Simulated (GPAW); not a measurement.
# A workflow on SiH3 (SMILES [SiH3])

We compute a structure relaxation (UWC/plane waves), then the harmonic vibrations (UWC/plane waves) of SiH3. Input form: an ASE script.

Program for the calculation: GPAW 26.7.0.

2 further runs of the same task are left out: 2 set aside as unsound or not needed. Runs told in other sessions of the task aren't counted.

## (1) The molecule

SiH3 has 4 atoms, charge 0, and is taken as a doublet. SMILES: `[SiH3]`. All atoms were displaced at random from a relaxed shape. The run starts from this shape.

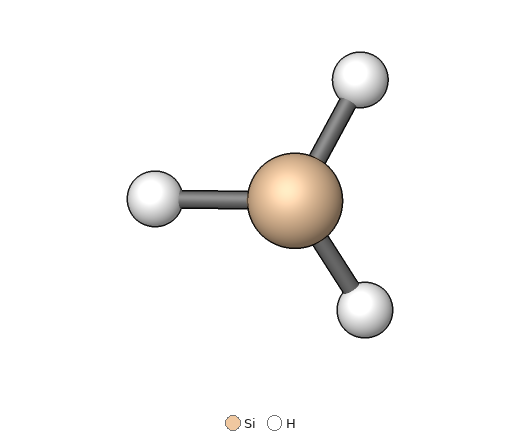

Viewed from a chosen angle; silicon light orange, hydrogen white.

## (2) A structure relaxation at UWC/plane waves (scalar-relativistic datasets, plane-wave cutoff 450 eV) (run 1)

Input file h3si_relax.py:

```python
from ase import Atoms
from ase.io import write
from ase.optimize import LBFGS
from gpaw import GPAW, PW, setup_paths
from gpaw.atom.configurations import parameters
from gpaw.atom.generator import Generator

molecule = Atoms(['Si', 'H', 'H', 'H'],
    positions=[[  0.233260,  -0.045366,  -0.183801],
               [  0.591280,   0.667684,   1.117809],
               [ -0.241982,  -1.384837,  -0.040597],
               [ -0.695376,   0.785328,  -1.018759]])
molecule.set_cell([12.0, 12.0, 12.0])
molecule.center()
molecule.set_initial_magnetic_moments([1.0, 0.0, 0.0, 0.0])

for symbol in ['H', 'Si']:
    Generator(symbol, xcname='WC', scalarrel=True, nofiles=True, txt=None).run(**parameters[symbol])
setup_paths.insert(0, '.')

gpaw_calc = GPAW(mode={'name': 'pw', 'ecut': 450},
                 occupations={'name': 'fermi-dirac', 'width': 0.0, 'fixmagmom': True},
                 xc='WC',
                 symmetry='off',
                 maxiter=100,
                 txt='-')
molecule.calc = gpaw_calc

opt = LBFGS(molecule, trajectory='h3si.traj')
converged = opt.run(fmax=0.01, steps=100)
print('Converged:', converged)
print(f'Final energy            {molecule.get_potential_energy():.5f} eV')
print(f'r(H1-Si0) = {molecule.get_distance(1, 0):.4f} Ang')
print(f'r(H3-Si0) = {molecule.get_distance(3, 0):.4f} Ang')
write('relaxed.xyz', molecule)
```

On the command line:

```bash
$ python3 h3si_relax.py
```

The log of the run:

```text
[...]
  mode=PW(ecut=450),
[...]
Number of symmetries: 1
[...]
  Number of IBZ points: 1
[...]
Cutoff: 450.00000000000006 eV
Spin-components: 2 (collinear spins)
Bands:           7
[...]
  Valence electrons: 7.0
[...]
  Grid points: [60 60 60]
  Charge: 0.0  # |e|
[...]
    cutoffs:
[...]
occupation numbers:
  Fixed magnetic moment: 1.000
[...]
xc functional:
  name: WC with 2 nearest neighbor stencil
[...]
|iter     |     time |      energy | eigst |  dens |  magmom |
[...]
|iter:   1| 00:00:02 |  -14.540708 | +0.57 |       |  +0.9905|
[...]
Converged in 10 steps
[...]
dipole moment: (-0.009875, -0.025150, 0.009425)  # |e|*Ang
Total magnetic moment: (0.000000, 0.000000, 1.000000)
[...]
Converged in 8 steps
[...]
Converged in 6 steps
[...]
Converged in 6 steps
[...]
Converged in 6 steps
[...]
|iter:   4| 00:02:23 |  -13.943269c| -7.44c| -4.09c|  +1.0000|
Converged in 4 steps
[...]
Energy contributions relative to reference atoms: (reference = -7916.985151)
Energy contributions:
  Kinetic:          15.483704
  Coulomb:         -16.918455
  Zero:             -0.013675
  External:          0.000000
  Xc:              -12.494843
  Entropy:           0.000000
  Spinorbit:         0.000000
  ----------------------------
  Free energy:     -13.943269
  Extrapolated:    -13.943269
[...]
Total magnetic moment: (0.000000, 0.000000, 0.999988)
Local magnetic moments
|        x |        y |        z |
|----------|----------|----------|
| 0.000000 | 0.000000 | 0.301409 |  # Si   0
| 0.000000 | 0.000000 | 0.003626 |  # H    1
| 0.000000 | 0.000000 | 0.003607 |  # H    2
| 0.000000 | 0.000000 | 0.003585 |  # H    3
Fermi levels: -1.921, -4.237
Eigenvalues  # (at kpt = [0.000, 0.000, 0.000])
| band index |      eig [eV] | occ [0-1] |      eig [eV] | occ [0-1] |
|------------|---------------|-----------|---------------|-----------|
|          0 |       -13.146 |     1.000 |       -12.641 |     1.000 |
|          1 |        -8.527 |     1.000 |        -8.343 |     1.000 |
|          2 |        -8.521 |     1.000 |        -8.337 |     1.000 |
|          3 |        -5.161 |     1.000 |        -3.313 |     0.000 |
|          4 |        -0.529 |     0.000 |        -0.348 |     0.000 |
|          5 |        -0.002 |     0.000 |         0.341 |     0.000 |
|          6 |         0.018 |     0.000 |         0.396 |     0.000 |
Gap: 2.784 eV
Transition (v -> c):
[...]
Forces  # eV/Ang
|        x |        y |        z |
|----------|----------|----------|
| -0.00467 |  0.00099 |  0.00035 |  # Si   0
|  0.00208 | -0.00150 |  0.00161 |  # H    1
|  0.00334 | -0.00671 |  0.00357 |  # H    2
| -0.00049 |  0.00672 | -0.00571 |  # H    3
Force computation time: 0.477  # s
LBFGS:   10 hh:mm:ss      -13.943269        0.008833
Converged: True
Final energy            -13.94327 eV
r(H1-Si0) = 1.4956 Ang
r(H3-Si0) = 1.4953 Ang
```

It took 2.4 min on 1 thread of Arm Neoverse V1, shared host; peak memory 0.73 GiB.

The path in brief:

```csv
step,energy from the first frame kept (eV),largest force (eV/Å)
0,0.0000,1.6752
1,-0.0448,0.5591
2,-0.0521,0.1758
3,-0.0532,0.1626
4,-0.0551,0.1589
5,-0.0563,0.1506
6,-0.0572,0.0904
7,-0.0576,0.0678
8,-0.0578,0.0442
9,-0.0579,0.0164
10,-0.0579,0.0088
```

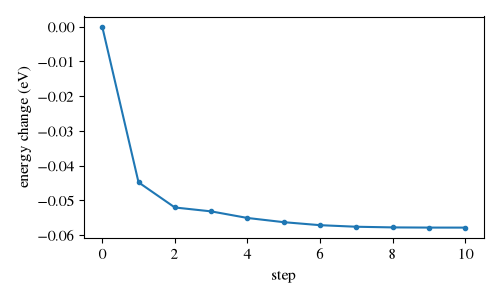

Energy along the run.

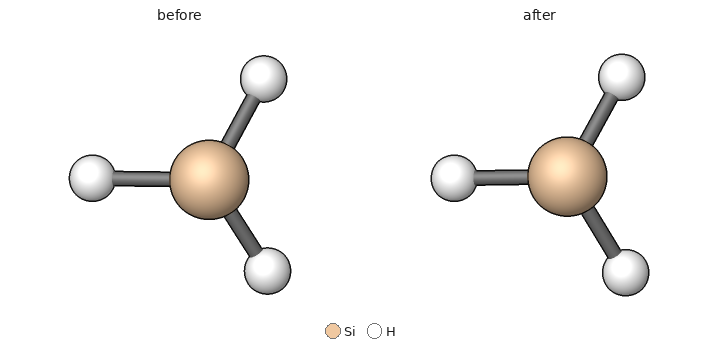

Before and after, at one scale.

After the run. Bond lengths: Si1–H2 1.496 Å, Si1–H3 1.495 Å, Si1–H4 1.495 Å. Angles: H2–Si1–H3 111.2°, H2–Si1–H4 111.1°, H3–Si1–H4 111.0°.

## (3) Vibrational wavenumbers at UWC/plane waves (scalar-relativistic datasets, plane-wave cutoff 450 eV, shape nonlinear) (run 2)

Input file relaxed.xyz:

```xyz
4
Lattice="12.0 0.0 0.0 0.0 12.0 0.0 0.0 0.0 12.0" Properties=species:S:1:pos:R:3:initial_magmoms:R:1:magmoms:R:1:forces:R:3 free_energy=-13.943268621447919 energy=-13.943268621447919 dipole="0.004060874098217774 -0.00048485015978952926 -0.0023584095386877174" magmom=0.9999882741721741 pbc="F F F"
Si       6.31643696       6.28519321       5.74308050       1.00000000       0.30140914      -0.00466987       0.00098507       0.00034773
H        6.61919302       6.94238933       7.05198990       0.00000000       0.00362627       0.00207759      -0.00149518       0.00160697
H        5.80588740       4.89373670       5.94129105       0.00000000       0.00360694       0.00334324      -0.00670747       0.00357349
H        5.35386342       7.10047931       4.94015784       0.00000000       0.00358458      -0.00049315       0.00671709      -0.00571417
```

Input file h3si.py:

```python
from ase.io import read
from ase.thermochemistry import IdealGasThermo
from ase.vibrations import Vibrations
from gpaw import GPAW, PW, setup_paths
from gpaw.atom.configurations import parameters
from gpaw.atom.generator import Generator

# Structure
atoms = read('relaxed.xyz')
atoms.set_initial_magnetic_moments([1.0, 0.0, 0.0, 0.0])

# No datasets are shipped for this functional: make them
for symbol in ['H', 'Si']:
    Generator(symbol, xcname='WC', scalarrel=True, nofiles=True, txt=None).run(**parameters[symbol])
setup_paths.insert(0, '.')

# GPAW settings
calc = GPAW(mode={'name': 'pw', 'ecut': 450},
            xc='WC',
            occupations={'name': 'fermi-dirac', 'width': 0.0, 'fixmagmom': True},
            convergence={'density': 1e-05},
            maxiter=100,
            symmetry='off',
            txt='h3si.txt')
atoms.calc = calc

energy = atoms.get_potential_energy()
vib = Vibrations(atoms, delta=0.01)
vib.run()
vib.summary()
freqs = vib.get_frequencies()
zpe = vib.get_zero_point_energy()

thermo = IdealGasThermo(vib_energies=vib.get_energies(), potentialenergy=energy, atoms=atoms, geometry='nonlinear',
                        symmetrynumber=3, spin=0.5, ignore_imag_modes=True)
H = thermo.get_enthalpy(400.0, verbose=False)
S = thermo.get_entropy(400.0, 100000.0, verbose=False)
G = thermo.get_gibbs_energy(temperature=400.0, pressure=100000.0)
```

On the command line:

```bash
$ python h3si.py
```

The log of the run:

```text
---------------------
  #    meV     cm^-1
---------------------
  0    5.2i     42.1i
  1    4.3i     35.0i
  2    1.7i     13.7i
  3    0.6i      4.7i
  4    0.4       3.6
  5    0.8       6.5
  6   87.0     701.8
  7  110.3     889.4
  8  110.4     890.3
  9  265.2    2139.3
 10  270.5    2181.9
 11  270.6    2182.5
---------------------
Zero-point energy: 0.558 eV
Enthalpy components at T = 400.00 K:
===============================
Enthalpy components at T = 400.00 K:
===============================
E_pot                -13.943 eV
E_ZPE                  0.557 eV
Cv_trans (0->T)        0.052 eV
Cv_rot (0->T)          0.052 eV
Cv_vib (0->T)          0.017 eV
-------------------------------
U                    -13.266 eV
===============================
(C_v -> C_p)           0.034 eV
-------------------------------
H                    -13.231 eV
===============================

Entropy components at T = 400.00 K and P = 100000.0 Pa:
=================================================
{"":15s}{"S":13s}     {"T*S:13s}
S_trans (1 bar)    0.0016358 eV/K        0.654 eV
S_rot              0.0006356 eV/K        0.254 eV
S_elec             0.0000597 eV/K        0.024 eV
S_vib              0.0000577 eV/K        0.023 eV
S (1 bar -> P)    -0.0000000 eV/K       -0.000 eV
-------------------------------------------------
S                  0.0023888 eV/K        0.956 eV
=================================================

Free energy components at T = 400.00 K and P = 100000.0 Pa:
=======================
    H        -13.231 eV
 -T*S         -0.956 eV
-----------------------
    G        -14.187 eV
=======================
```

h3si.txt:

```text
__  _  _
 | _ |_)|_||  |
 |__||  | ||/\| - 26.7.0

units:  Angstrom and eV
cores:  1
OpenMP: False

Versions:
  Python: 3.12.14
  ASE:    3.29.0
  Numpy:  2.5.5
  Scipy:  1.18.1
  Libxc:  7.0.0

        _gpaw.cpython-312-aarch64-linux-gnu.so

Input parameters:
  mode=PW(ecut=450),
  convergence={'density': 1e-05},
  maxiter=100,
  occupations=Occupations(name='fermi-dirac', width=0.0, fixmagmom=True),
  symmetry=Symmetry(point_group=False, time_reversal=False),
  xc=XC(name='WC')

[... 135 lines left out ...]
Reference energy: -7916.985151  # eV
[... 16 lines left out ...]
  Fourier metric: weight=20.0, sigma=0.015
[... 15 lines left out ...]
- Maximum [total energy] change in last 3 cyles: 0.0005 eV / valence electron
[... 25 lines left out ...]
  Free energy:     -13.943269
[... 30 lines left out ...]
 Maximum [total energy] change in last 3 cyles: 0.0005 eV / valence electron
[... 25 lines left out ...]
  Free energy:     -13.943035
[... 82 lines left out ...]
convergence criteria:
[... 14 lines left out ...]
Converged in 9 steps
[... 15 lines left out ...]
dipole moment: (0.004143, -0.000405, -0.003463)  # |e|*Ang
[... 23 lines left out ...]
Gap: 2.791 eV
Transition (v -> c):
  (s=1, k=0, n=3, [0.00, 0.00, 0.00]) -> (s=0, k=0, n=4, [0.00, 0.00, 0.00])
No difference between direct/indirect transitions
vacuum-level: 0.148  # V

Forces  # eV/Ang
|        x |        y |        z |
|----------|----------|----------|
|  0.04337 | -0.03674 |  0.05607 |  # Si   0
|  0.01017 | -0.00705 |  0.00471 |  # H    1
|  0.00502 | -0.00818 |  0.00245 |  # H    2
| -0.05855 |  0.05190 | -0.06327 |  # H    3

Force computation time: 0.456  # s

timing:  # [seconds]
  Total:  422.769  # ━━━━━━━━━━━━━━━━━━━━━━━━━━━━━━━━━━━━━━━━━━━━━━━━━━━━━━━━
  Init:     1.799  #
  SCF:    372.993  # ━━━━━━━━━━━━━━━━━━━━━━━━━━━━━━━━━━━━━━━━━━━━━━━━━╸
  Forces:  11.802  # ━╸
  Move:    35.405  # ━━━━╸
```

It took 7.1 min on 1 thread of Arm Neoverse V1, shared host; peak memory 0.8 GiB.

## (4) Outcome

| quantity | value |
| --- | --- |
| run 1, UWC/plane waves: energy as printed (from the program's reference atoms) | -13.9433 eV |
| run 1, UWC/plane waves: dipole moment | 0.02 D |
| run 1, UWC/plane waves: HOMO energy (shifted to the vacuum level, unlike the log) | -5.31 eV |
| run 1, UWC/plane waves: LUMO energy (shifted to the vacuum level, unlike the log) | -3.46 eV |
| run 2, UWC/plane waves: lowest harmonic wavenumber | 702 cm⁻¹ |
| run 2, UWC/plane waves: highest harmonic wavenumber | 2182 cm⁻¹ |
| run 2, UWC/plane waves: zero-point energy | 53.7 kJ/mol |
| run 2, UWC/plane waves: ideal-gas entropy at 400 K and 100000 Pa (symmetry number 3 as used) | 55.1 cal/(mol K) |

What this shows: The optimisation (run 1, UWC/plane waves) took 10 steps and changed the energy by -0.058 eV. All 6 modes (run 2, UWC/plane waves) are real, so the shape is a minimum at this level.
